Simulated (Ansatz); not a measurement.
Run report: TiCl$_{3}$F, molecular dynamics (part 1 of 6)

The run: molecular dynamics of TiCl$_{3}$F. Method and program: RKS PBE0/def2-SVP (Ansatz 0.2.0).

It belongs to a series of runs on one base structure; here: dynamics from the start. Figures and captions count atoms from 1; the log counts them from 0 in places.

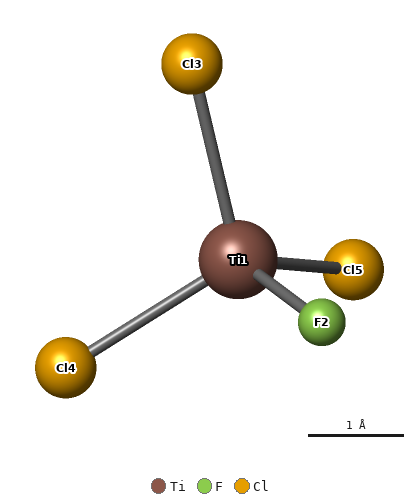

The starting structure (ball-and-stick view, seen at a tilt; atoms are numbered from 1 in the order of the input). Sticks mark near contacts. Bond lengths as drawn: Cl–Ti 2.16 Å and F–Ti 1.72 Å.

Results in brief:

```json
{"quantity": "outcome", "value": "finished"}
{"quantity": "mean temperature over the second half", "value": "361 K"}
{"quantity": "trajectory", "value": "238 steps, 476 fs"}
{"quantity": "ensemble", "value": "nvt_nose_hoover"}
{"quantity": "temperature in the input", "value": "500.0 K"}
{"quantity": "time step", "value": "2.0 fs"}
{"quantity": "potential energy (last step)", "value": "−63370.1194 eV"}
{"quantity": "mean-field energy (last step)", "value": "−63370.1194 eV"}
{"quantity": "largest force (length of the vector) (last step)", "value": "2.491 eV/Å"}
{"quantity": "hardware", "value": "2 threads of Intel Xeon @ 2.50GHz (Skylake/Cascade Lake), 32 GiB of memory available, shared host"}
{"quantity": "wall time", "value": "14 min (CPU time 27 min)"}
{"quantity": "peak memory", "value": "0.28 GiB"}
```

Remarks:

So short a trajectory is not equilibrated.

The input:
```yaml
crystal:
  periodic: [false, false, false]
  atoms:
    - { symbol: Ti, position_ang: [0.000419, 0.0, -0.0257] }
    - { symbol: F, position_ang: [0.000294, 0.0, 1.689652] }
    - { symbol: Cl, position_ang: [2.04126, 0.0, -0.733559] }
    - { symbol: Cl, position_ang: [-1.019836, 1.767339, -0.733996] }
    - { symbol: Cl, position_ang: [-1.019836, -1.767339, -0.733996] }
basis:
  gaussian: { orbitals: def2-SVP }
hamiltonian:
  xc: pbe0
md:
  timestep: 2.0
  n_steps: 238
  ensemble: nvt_nose_hoover
  temperature: 500.0
  initial_velocities: maxwell_boltzmann
  seed: 115876
  nose_hoover: { tau: 300.0, chain_length: 1 }
```

Command:
```bash
ansatz run input.yaml --threads 2 --pin off --max-ram 3072MiB --backend cpu --events-out ev --progress --plain --runs-dir out
```

What the program printed:
```
Engine: ansatz 0.2.0, x86_64-unknown-linux-gnu
Functional definition: PBE0
  parameter a = 0.25
  parameter kappa = 0.804
  parameter beta = 0.06672455060314922
  exchange = (1 - a)*pbe_x(kappa = kappa, mu = beta*pi^2/3) + a*exact_x
  correlation = pbe_c(beta = beta)
1050 factors; integrals over basis functions are off by at most 2.7e-4 eV
mean field evaluation 1: about -63366.3410 eV, gradient 4.3e1 eV
mean field evaluation 2: about -63239.0659 eV, gradient 3.0e2 eV
mean field evaluation 4: about -63370.1541 eV, gradient 4.6e0 eV
mean field evaluation 8: about -63370.2327 eV, gradient 5.0e-1 eV
mean field evaluation 16: about -63370.2334 eV, gradient 1.9e-5 eV
mean field -63370.23337475 eV, -2328.8131226351 hartree, gradient 1.9e-5 eV, S^2 0.000000; 0 other end points of the search recorded, 0 dependent functions left out
the calculation of the forces begins
reference -63370.23345460 eV, -2328.8131255695 hartree; 41, 41 occupied and 58, 58 virtual orbitals, 1050 factors
md step     0: t =     0.00 fs  T =   500.0 K  F+E_penalty+E_count = -63370.23337475 eV  E_kin = 0.193890 eV  conserved = -63370.03948475 eV  (31 SCF iters)
these checks for a lower state are left out or cut short: starts, cluster_reference, orbital_swaps, neighbouring_geometries, increment
1050 factors; integrals over basis functions are off by at most 2.6e-4 eV
mean field -63370.22923281 eV, -2328.8129704216 hartree, gradient 8.9e-6 eV, S^2 0.000000; 0 other end points of the search recorded, 0 dependent functions left out
the calculation of the forces begins
reference -63370.22931263 eV, -2328.8129733549 hartree; 41, 41 occupied and 58, 58 virtual orbitals, 1050 factors
md step     1: t =     2.00 fs  T =   489.4 K  F+E_penalty+E_count = -63370.22923281 eV  E_kin = 0.189793 eV  conserved = -63370.03944013 eV  (34 SCF iters)
[... from here on the SCF iterations and repeated set-up lines of each step are left out, up to the last step ...]
md step     2: t =     4.00 fs  T =   459.6 K  F+E_penalty+E_count = -63370.21751101 eV  E_kin = 0.178205 eV  conserved = -63370.03930647 eV  (34 SCF iters)
md step     3: t =     6.00 fs  T =   415.8 K  F+E_penalty+E_count = -63370.20034134 eV  E_kin = 0.161221 eV  conserved = -63370.03912222 eV  (34 SCF iters)
md step     4: t =     8.00 fs  T =   365.5 K  F+E_penalty+E_count = -63370.18065827 eV  E_kin = 0.141732 eV  conserved = -63370.03893250 eV  (35 SCF iters)
md step     5: t =    10.00 fs  T =   316.5 K  F+E_penalty+E_count = -63370.16148007 eV  E_kin = 0.122714 eV  conserved = -63370.03877845 eV  (34 SCF iters)
md step     6: t =    12.00 fs  T =   274.9 K  F+E_penalty+E_count = -63370.14525420 eV  E_kin = 0.106586 eV  conserved = -63370.03868954 eV  (34 SCF iters)
md step     7: t =    14.00 fs  T =   244.3 K  F+E_penalty+E_count = -63370.13338890 eV  E_kin = 0.094744 eV  conserved = -63370.03867895 eV  (34 SCF iters)
md step     8: t =    16.00 fs  T =   225.3 K  F+E_penalty+E_count = -63370.12605616 eV  E_kin = 0.087366 eV  conserved = -63370.03873904 eV  (34 SCF iters)
md step     9: t =    18.00 fs  T =   215.5 K  F+E_penalty+E_count = -63370.12232768 eV  E_kin = 0.083554 eV  conserved = -63370.03884058 eV  (35 SCF iters)
md step    10: t =    20.00 fs  T =   210.9 K  F+E_penalty+E_count = -63370.12064780 eV  E_kin = 0.081799 eV  conserved = -63370.03893800 eV  (35 SCF iters)
md step    11: t =    22.00 fs  T =   208.0 K  F+E_penalty+E_count = -63370.11954529 eV  E_kin = 0.080675 eV  conserved = -63370.03898529 eV  (35 SCF iters)
md step    12: t =    24.00 fs  T =   205.1 K  F+E_penalty+E_count = -63370.11833644 eV  E_kin = 0.079523 eV  conserved = -63370.03895796 eV  (35 SCF iters)
md step    13: t =    26.00 fs  T =   203.2 K  F+E_penalty+E_count = -63370.11747395 eV  E_kin = 0.078779 eV  conserved = -63370.03887319 eV  (36 SCF iters)
md step    14: t =    28.00 fs  T =   205.5 K  F+E_penalty+E_count = -63370.11825809 eV  E_kin = 0.079685 eV  conserved = -63370.03878896 eV  (36 SCF iters)
md step    15: t =    30.00 fs  T =   215.1 K  F+E_penalty+E_count = -63370.12194227 eV  E_kin = 0.083426 eV  conserved = -63370.03877426 eV  (36 SCF iters)
md step    16: t =    32.00 fs  T =   232.4 K  F+E_penalty+E_count = -63370.12869056 eV  E_kin = 0.090134 eV  conserved = -63370.03886482 eV  (36 SCF iters)
md step    17: t =    34.00 fs  T =   253.7 K  F+E_penalty+E_count = -63370.13704560 eV  E_kin = 0.098377 eV  conserved = -63370.03903601 eV  (31 SCF iters)
md step    18: t =    36.00 fs  T =   272.1 K  F+E_penalty+E_count = -63370.14429695 eV  E_kin = 0.105515 eV  conserved = -63370.03921745 eV  (36 SCF iters)
md step    19: t =    38.00 fs  T =   280.4 K  F+E_penalty+E_count = -63370.14754927 eV  E_kin = 0.108726 eV  conserved = -63370.03933425 eV  (37 SCF iters)
md step    20: t =    40.00 fs  T =   273.7 K  F+E_penalty+E_count = -63370.14487561 eV  E_kin = 0.106122 eV  conserved = -63370.03934495 eV  (37 SCF iters)
md step    21: t =    42.00 fs  T =   251.2 K  F+E_penalty+E_count = -63370.13598298 eV  E_kin = 0.097402 eV  conserved = -63370.03925307 eV  (37 SCF iters)
md step    22: t =    44.00 fs  T =   216.2 K  F+E_penalty+E_count = -63370.12219476 eV  E_kin = 0.083848 eV  conserved = -63370.03909400 eV  (37 SCF iters)
md step    23: t =    46.00 fs  T =   174.9 K  F+E_penalty+E_count = -63370.10592024 eV  E_kin = 0.067819 eV  conserved = -63370.03891563 eV  (36 SCF iters)
md step    24: t =    48.00 fs  T =   134.2 K  F+E_penalty+E_count = -63370.08991639 eV  E_kin = 0.052026 eV  conserved = -63370.03876068 eV  (28 SCF iters)
md step    25: t =    50.00 fs  T =   100.2 K  F+E_penalty+E_count = -63370.07660619 eV  E_kin = 0.038863 eV  conserved = -63370.03865889 eV  (28 SCF iters)
md step    26: t =    52.00 fs  T =    77.2 K  F+E_penalty+E_count = -63370.06759277 eV  E_kin = 0.029921 eV  conserved = -63370.03862463 eV  (29 SCF iters)
md step    27: t =    54.00 fs  T =    66.4 K  F+E_penalty+E_count = -63370.06341990 eV  E_kin = 0.025748 eV  conserved = -63370.03865695 eV  (28 SCF iters)
md step    28: t =    56.00 fs  T =    66.7 K  F+E_penalty+E_count = -63370.06358657 eV  E_kin = 0.025864 eV  conserved = -63370.03873935 eV  (29 SCF iters)
md step    29: t =    58.00 fs  T =    74.8 K  F+E_penalty+E_count = -63370.06681343 eV  E_kin = 0.029025 eV  conserved = -63370.03884153 eV  (37 SCF iters)
md step    30: t =    60.00 fs  T =    86.9 K  F+E_penalty+E_count = -63370.07153400 eV  E_kin = 0.033707 eV  conserved = -63370.03892323 eV  (37 SCF iters)
md step    31: t =    62.00 fs  T =    99.9 K  F+E_penalty+E_count = -63370.07652805 eV  E_kin = 0.038731 eV  conserved = -63370.03894581 eV  (36 SCF iters)
md step    32: t =    64.00 fs  T =   113.0 K  F+E_penalty+E_count = -63370.08150769 eV  E_kin = 0.043828 eV  conserved = -63370.03889143 eV  (37 SCF iters)
md step    33: t =    66.00 fs  T =   128.6 K  F+E_penalty+E_count = -63370.08737061 eV  E_kin = 0.049878 eV  conserved = -63370.03877952 eV  (37 SCF iters)
md step    34: t =    68.00 fs  T =   151.1 K  F+E_penalty+E_count = -63370.09587170 eV  E_kin = 0.058579 eV  conserved = -63370.03866910 eV  (36 SCF iters)
md step    35: t =    70.00 fs  T =   184.5 K  F+E_penalty+E_count = -63370.10870701 eV  E_kin = 0.071562 eV  conserved = -63370.03863379 eV  (29 SCF iters)
md step    36: t =    72.00 fs  T =   230.3 K  F+E_penalty+E_count = -63370.12639748 eV  E_kin = 0.089310 eV  conserved = -63370.03871946 eV  (30 SCF iters)
md step    37: t =    74.00 fs  T =   285.0 K  F+E_penalty+E_count = -63370.14760425 eV  E_kin = 0.110506 eV  conserved = -63370.03891274 eV  (37 SCF iters)
md step    38: t =    76.00 fs  T =   341.0 K  F+E_penalty+E_count = -63370.16933196 eV  E_kin = 0.132225 eV  conserved = -63370.03914736 eV  (37 SCF iters)
md step    39: t =    78.00 fs  T =   389.2 K  F+E_penalty+E_count = -63370.18793671 eV  E_kin = 0.150905 eV  conserved = -63370.03934091 eV  (36 SCF iters)
md step    40: t =    80.00 fs  T =   421.8 K  F+E_penalty+E_count = -63370.20038801 eV  E_kin = 0.163561 eV  conserved = -63370.03943661 eV  (34 SCF iters)
md step    41: t =    82.00 fs  T =   435.0 K  F+E_penalty+E_count = -63370.20516925 eV  E_kin = 0.168679 eV  conserved = -63370.03942034 eV  (35 SCF iters)
md step    42: t =    84.00 fs  T =   429.3 K  F+E_penalty+E_count = -63370.20252575 eV  E_kin = 0.166467 eV  conserved = -63370.03931373 eV  (34 SCF iters)
md step    43: t =    86.00 fs  T =   408.9 K  F+E_penalty+E_count = -63370.19413936 eV  E_kin = 0.158553 eV  conserved = -63370.03915851 eV  (34 SCF iters)
md step    44: t =    88.00 fs  T =   380.0 K  F+E_penalty+E_count = -63370.18248818 eV  E_kin = 0.147363 eV  conserved = -63370.03899760 eV  (35 SCF iters)
md step    45: t =    90.00 fs  T =   349.3 K  F+E_penalty+E_count = -63370.17015723 eV  E_kin = 0.135445 eV  conserved = -63370.03886631 eV  (35 SCF iters)
md step    46: t =    92.00 fs  T =   322.1 K  F+E_penalty+E_count = -63370.15925903 eV  E_kin = 0.124887 eV  conserved = -63370.03878851 eV  (34 SCF iters)
md step    47: t =    94.00 fs  T =   301.5 K  F+E_penalty+E_count = -63370.15104351 eV  E_kin = 0.116933 eV  conserved = -63370.03877424 eV  (34 SCF iters)
md step    48: t =    96.00 fs  T =   288.4 K  F+E_penalty+E_count = -63370.14574190 eV  E_kin = 0.111827 eV  conserved = -63370.03881690 eV  (34 SCF iters)
md step    49: t =    98.00 fs  T =   280.9 K  F+E_penalty+E_count = -63370.14268413 eV  E_kin = 0.108928 eV  conserved = -63370.03889198 eV  (34 SCF iters)
md step    50: t =   100.00 fs  T =   276.2 K  F+E_penalty+E_count = -63370.14070475 eV  E_kin = 0.107115 eV  conserved = -63370.03895963 eV  (34 SCF iters)
md step    51: t =   102.00 fs  T =   271.8 K  F+E_penalty+E_count = -63370.13877529 eV  E_kin = 0.105401 eV  conserved = -63370.03897697 eV  (34 SCF iters)
md step    52: t =   104.00 fs  T =   267.1 K  F+E_penalty+E_count = -63370.13665878 eV  E_kin = 0.103575 eV  conserved = -63370.03892083 eV  (34 SCF iters)
md step    53: t =   106.00 fs  T =   264.4 K  F+E_penalty+E_count = -63370.13524710 eV  E_kin = 0.102511 eV  conserved = -63370.03880855 eV  (34 SCF iters)
md step    54: t =   108.00 fs  T =   267.9 K  F+E_penalty+E_count = -63370.13626807 eV  E_kin = 0.103878 eV  conserved = -63370.03870144 eV  (30 SCF iters)
md step    55: t =   110.00 fs  T =   281.7 K  F+E_penalty+E_count = -63370.14133690 eV  E_kin = 0.109224 eV  conserved = -63370.03867638 eV  (34 SCF iters)
md step    56: t =   112.00 fs  T =   306.5 K  F+E_penalty+E_count = -63370.15079521 eV  E_kin = 0.118856 eV  conserved = -63370.03877659 eV  (35 SCF iters)
md step    57: t =   114.00 fs  T =   338.4 K  F+E_penalty+E_count = -63370.16306098 eV  E_kin = 0.131224 eV  conserved = -63370.03897892 eV  (34 SCF iters)
md step    58: t =   116.00 fs  T =   369.4 K  F+E_penalty+E_count = -63370.17496872 eV  E_kin = 0.143244 eV  conserved = -63370.03920542 eV  (35 SCF iters)
md step    59: t =   118.00 fs  T =   390.5 K  F+E_penalty+E_count = -63370.18293944 eV  E_kin = 0.151418 eV  conserved = -63370.03936923 eV  (35 SCF iters)
md step    60: t =   120.00 fs  T =   394.9 K  F+E_penalty+E_count = -63370.18431060 eV  E_kin = 0.153121 eV  conserved = -63370.03941889 eV  (36 SCF iters)
md step    61: t =   122.00 fs  T =   380.2 K  F+E_penalty+E_count = -63370.17816237 eV  E_kin = 0.147420 eV  conserved = -63370.03935204 eV  (36 SCF iters)
md step    62: t =   124.00 fs  T =   348.5 K  F+E_penalty+E_count = -63370.16539403 eV  E_kin = 0.135160 eV  conserved = -63370.03920365 eV  (37 SCF iters)
md step    63: t =   126.00 fs  T =   305.6 K  F+E_penalty+E_count = -63370.14821522 eV  E_kin = 0.118488 eV  conserved = -63370.03902300 eV  (36 SCF iters)
md step    64: t =   128.00 fs  T =   258.2 K  F+E_penalty+E_count = -63370.12939432 eV  E_kin = 0.100121 eV  conserved = -63370.03885467 eV  (37 SCF iters)
md step    65: t =   130.00 fs  T =   213.1 K  F+E_penalty+E_count = -63370.11155266 eV  E_kin = 0.082647 eV  conserved = -63370.03872979 eV  (37 SCF iters)
md step    66: t =   132.00 fs  T =   175.4 K  F+E_penalty+E_count = -63370.09665503 eV  E_kin = 0.068018 eV  conserved = -63370.03866428 eV  (37 SCF iters)
md step    67: t =   134.00 fs  T =   147.7 K  F+E_penalty+E_count = -63370.08573814 eV  E_kin = 0.057278 eV  conserved = -63370.03866026 eV  (37 SCF iters)
md step    68: t =   136.00 fs  T =   130.3 K  F+E_penalty+E_count = -63370.07886935 eV  E_kin = 0.050515 eV  conserved = -63370.03870753 eV  (37 SCF iters)
md step    69: t =   138.00 fs  T =   121.3 K  F+E_penalty+E_count = -63370.07531664 eV  E_kin = 0.047027 eV  conserved = -63370.03878330 eV  (37 SCF iters)
md step    70: t =   140.00 fs  T =   117.8 K  F+E_penalty+E_count = -63370.07391257 eV  E_kin = 0.045687 eV  conserved = -63370.03885587 eV  (37 SCF iters)
md step    71: t =   142.00 fs  T =   117.2 K  F+E_penalty+E_count = -63370.07355828 eV  E_kin = 0.045435 eV  conserved = -63370.03889163 eV  (31 SCF iters)
md step    72: t =   144.00 fs  T =   118.1 K  F+E_penalty+E_count = -63370.07374976 eV  E_kin = 0.045793 eV  conserved = -63370.03886680 eV  (37 SCF iters)
md step    73: t =   146.00 fs  T =   121.7 K  F+E_penalty+E_count = -63370.07492723 eV  E_kin = 0.047201 eV  conserved = -63370.03878338 eV  (37 SCF iters)
md step    74: t =   148.00 fs  T =   131.4 K  F+E_penalty+E_count = -63370.07841603 eV  E_kin = 0.050953 eV  conserved = -63370.03867859 eV  (37 SCF iters)
md step    75: t =   150.00 fs  T =   151.2 K  F+E_penalty+E_count = -63370.08584325 eV  E_kin = 0.058626 eV  conserved = -63370.03861332 eV  (37 SCF iters)
md step    76: t =   152.00 fs  T =   183.5 K  F+E_penalty+E_count = -63370.09820129 eV  E_kin = 0.071172 eV  conserved = -63370.03864309 eV  (37 SCF iters)
md step    77: t =   154.00 fs  T =   227.2 K  F+E_penalty+E_count = -63370.11500966 eV  E_kin = 0.088111 eV  conserved = -63370.03878352 eV  (37 SCF iters)
md step    78: t =   156.00 fs  T =   276.7 K  F+E_penalty+E_count = -63370.13408091 eV  E_kin = 0.107306 eV  conserved = -63370.03899844 eV  (37 SCF iters)
md step    79: t =   158.00 fs  T =   323.6 K  F+E_penalty+E_count = -63370.15207791 eV  E_kin = 0.125492 eV  conserved = -63370.03921640 eV  (36 SCF iters)
md step    80: t =   160.00 fs  T =   359.3 K  F+E_penalty+E_count = -63370.16559951 eV  E_kin = 0.139329 eV  conserved = -63370.03936879 eV  (36 SCF iters)
md step    81: t =   162.00 fs  T =   377.6 K  F+E_penalty+E_count = -63370.17225114 eV  E_kin = 0.146442 eV  conserved = -63370.03941624 eV  (36 SCF iters)
md step    82: t =   164.00 fs  T =   376.6 K  F+E_penalty+E_count = -63370.17126884 eV  E_kin = 0.146040 eV  conserved = -63370.03935862 eV  (36 SCF iters)
md step    83: t =   166.00 fs  T =   358.4 K  F+E_penalty+E_count = -63370.16355361 eV  E_kin = 0.138973 eV  conserved = -63370.03922360 eV  (36 SCF iters)
md step    84: t =   168.00 fs  T =   328.4 K  F+E_penalty+E_count = -63370.15125480 eV  E_kin = 0.127329 eV  conserved = -63370.03905170 eV  (36 SCF iters)
md step    85: t =   170.00 fs  T =   293.5 K  F+E_penalty+E_count = -63370.13713062 eV  E_kin = 0.113814 eV  conserved = -63370.03888366 eV  (36 SCF iters)
md step    86: t =   172.00 fs  T =   260.7 K  F+E_penalty+E_count = -63370.12388631 eV  E_kin = 0.101096 eV  conserved = -63370.03875390 eV  (35 SCF iters)
md step    87: t =   174.00 fs  T =   235.3 K  F+E_penalty+E_count = -63370.11361485 eV  E_kin = 0.091252 eV  conserved = -63370.03868583 eV  (35 SCF iters)
md step    88: t =   176.00 fs  T =   220.2 K  F+E_penalty+E_count = -63370.10742093 eV  E_kin = 0.085390 eV  conserved = -63370.03868793 eV  (35 SCF iters)
md step    89: t =   178.00 fs  T =   215.4 K  F+E_penalty+E_count = -63370.10529368 eV  E_kin = 0.083525 eV  conserved = -63370.03874966 eV  (29 SCF iters)
md step    90: t =   180.00 fs  T =   218.6 K  F+E_penalty+E_count = -63370.10628926 eV  E_kin = 0.084757 eV  conserved = -63370.03883963 eV  (35 SCF iters)
md step    91: t =   182.00 fs  T =   226.4 K  F+E_penalty+E_count = -63370.10903951 eV  E_kin = 0.087775 eV  conserved = -63370.03891091 eV  (34 SCF iters)
md step    92: t =   184.00 fs  T =   236.1 K  F+E_penalty+E_count = -63370.11248216 eV  E_kin = 0.091567 eV  conserved = -63370.03891920 eV  (34 SCF iters)
md step    93: t =   186.00 fs  T =   247.7 K  F+E_penalty+E_count = -63370.11652322 eV  E_kin = 0.096054 eV  conserved = -63370.03885124 eV  (34 SCF iters)
md step    94: t =   188.00 fs  T =   263.7 K  F+E_penalty+E_count = -63370.12221070 eV  E_kin = 0.102252 eV  conserved = -63370.03874489 eV  (34 SCF iters)
md step    95: t =   190.00 fs  T =   288.0 K  F+E_penalty+E_count = -63370.13112974 eV  E_kin = 0.111675 eV  conserved = -63370.03868058 eV  (35 SCF iters)
md step    96: t =   192.00 fs  T =   322.8 K  F+E_penalty+E_count = -63370.14418076 eV  E_kin = 0.125164 eV  conserved = -63370.03873462 eV  (35 SCF iters)
md step    97: t =   194.00 fs  T =   365.7 K  F+E_penalty+E_count = -63370.16043952 eV  E_kin = 0.141792 eV  conserved = -63370.03892382 eV  (36 SCF iters)
md step    98: t =   196.00 fs  T =   409.1 K  F+E_penalty+E_count = -63370.17691000 eV  E_kin = 0.158632 eV  conserved = -63370.03918620 eV  (36 SCF iters)
md step    99: t =   198.00 fs  T =   442.6 K  F+E_penalty+E_count = -63370.18944605 eV  E_kin = 0.171634 eV  conserved = -63370.03941754 eV  (36 SCF iters)
md step   100: t =   200.00 fs  T =   456.8 K  F+E_penalty+E_count = -63370.19432778 eV  E_kin = 0.177141 eV  conserved = -63370.03953059 eV  (36 SCF iters)
md step   101: t =   202.00 fs  T =   446.7 K  F+E_penalty+E_count = -63370.18961898 eV  E_kin = 0.173213 eV  conserved = -63370.03949334 eV  (35 SCF iters)
md step   102: t =   204.00 fs  T =   413.1 K  F+E_penalty+E_count = -63370.17570825 eV  E_kin = 0.160175 eV  conserved = -63370.03932928 eV  (35 SCF iters)
md step   103: t =   206.00 fs  T =   361.9 K  F+E_penalty+E_count = -63370.15499415 eV  E_kin = 0.140338 eV  conserved = -63370.03909416 eV  (36 SCF iters)
md step   104: t =   208.00 fs  T =   302.2 K  F+E_penalty+E_count = -63370.13105401 eV  E_kin = 0.117196 eV  conserved = -63370.03884855 eV  (37 SCF iters)
md step   105: t =   210.00 fs  T =   243.7 K  F+E_penalty+E_count = -63370.10770119 eV  E_kin = 0.094508 eV  conserved = -63370.03864230 eV  (36 SCF iters)
md step   106: t =   212.00 fs  T =   194.7 K  F+E_penalty+E_count = -63370.08818709 eV  E_kin = 0.075501 eV  conserved = -63370.03850629 eV  (31 SCF iters)
md step   107: t =   214.00 fs  T =   160.7 K  F+E_penalty+E_count = -63370.07466287 eV  E_kin = 0.062330 eV  conserved = -63370.03845800 eV  (29 SCF iters)
md step   108: t =   216.00 fs  T =   143.9 K  F+E_penalty+E_count = -63370.06789746 eV  E_kin = 0.055790 eV  conserved = -63370.03849793 eV  (29 SCF iters)
md step   109: t =   218.00 fs  T =   142.6 K  F+E_penalty+E_count = -63370.06726427 eV  E_kin = 0.055296 eV  conserved = -63370.03861168 eV  (37 SCF iters)
md step   110: t =   220.00 fs  T =   152.5 K  F+E_penalty+E_count = -63370.07099439 eV  E_kin = 0.059136 eV  conserved = -63370.03876569 eV  (37 SCF iters)
md step   111: t =   222.00 fs  T =   167.6 K  F+E_penalty+E_count = -63370.07672098 eV  E_kin = 0.065008 eV  conserved = -63370.03891006 eV  (37 SCF iters)
md step   112: t =   224.00 fs  T =   182.6 K  F+E_penalty+E_count = -63370.08227274 eV  E_kin = 0.070804 eV  conserved = -63370.03898829 eV  (37 SCF iters)
md step   113: t =   226.00 fs  T =   194.6 K  F+E_penalty+E_count = -63370.08654509 eV  E_kin = 0.075455 eV  conserved = -63370.03895966 eV  (37 SCF iters)
md step   114: t =   228.00 fs  T =   205.0 K  F+E_penalty+E_count = -63370.09009055 eV  E_kin = 0.079505 eV  conserved = -63370.03883024 eV  (36 SCF iters)
md step   115: t =   230.00 fs  T =   219.1 K  F+E_penalty+E_count = -63370.09498080 eV  E_kin = 0.084960 eV  conserved = -63370.03866811 eV  (37 SCF iters)
```
